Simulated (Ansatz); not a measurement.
## Calibrating SPW92/def2-TZVPP on Si-containing radicals

The atomisation energy (no zero-point term) in kJ/mol of 8 Si-containing radicals: x at SPW92/def2-TZVPP, y at CCSD(T)/CBS estimate. Shapes, held fixed at every level: PBE0-D4/def2-TZVP. Flexible molecules stand in one conformer, not always the lowest. Programs: Ansatz 0.2.0.

| molecule | x (kJ/mol) | y (kJ/mol) |
| --- | --- | --- |
| CH6FSi2 (SMILES F[SiH2]C[SiH2]) | 3740 | 3359 |
| Si3H7O (SMILES [SiH3]O[SiH][SiH3]) | 3761 | 3408 |
| C2H5OSi (SMILES C=C[SiH]O) | 3901 | 3414 |
| Si(CH3)2Cl | 4023 | 3574 |
| CH7OSi2 (SMILES CO[SiH][SiH3]) | 4058 | ? |
| SiH(CH2)(CH3)F | 4153 | 3710 |
| CH8NSi2 (SMILES CN([SiH2])[SiH3]) | 4370 | 3898 |
| C2H8NSi (SMILES CC[SiH]N) | 4824 | 4264 |

Problem. Fit y = c + s·x to the known rows and predict y for CH7OSi2.

Solution. 
1. Means of the 7 rows: x = 4110.29, y = 3661.0.
2. Σ(Δx)² = 889195, Σ(Δx·Δy) = 753498, so the slope is 753498/889195 = 0.84739.
3. Intercept: 3661.0 − (0.84739) × 4110.29 = 178.0. The largest residual of the fit is 70.
4. CH7OSi2: 178.0 + 0.84739 × 4058 = 3617 kJ/mol.

CCSD(T)/CBS estimate gives 3601 kJ/mol, so the prediction is off by +16 kJ/mol, within the largest residual. Uncorrected, SPW92/def2-TZVPP misses it by +457 kJ/mol, and the other rows by 449 on average. The line removes about 100 % of this miss. Left out in turn, the other rows are missed by 32 kJ/mol on average, so much of the error is systematic among these molecules. Spin contamination: C2H5OSi (⟨S²⟩ up to 0.87). Open shells run unrestricted. The CBS estimate extrapolates MP2 from def2-TZVPP and def2-QZVPP and adds CCSD(T) − MP2 in the triple-zeta set, cores frozen.

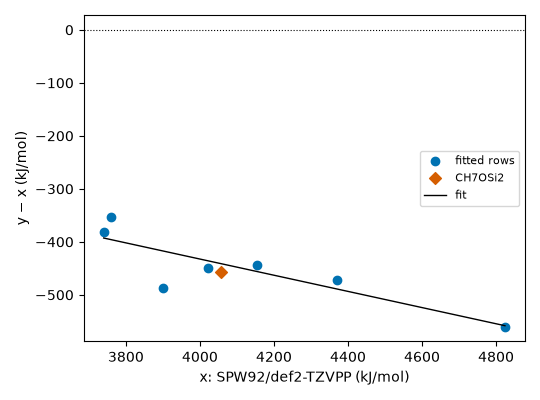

The correction y − x against x, with the fitted line and the withheld molecule.
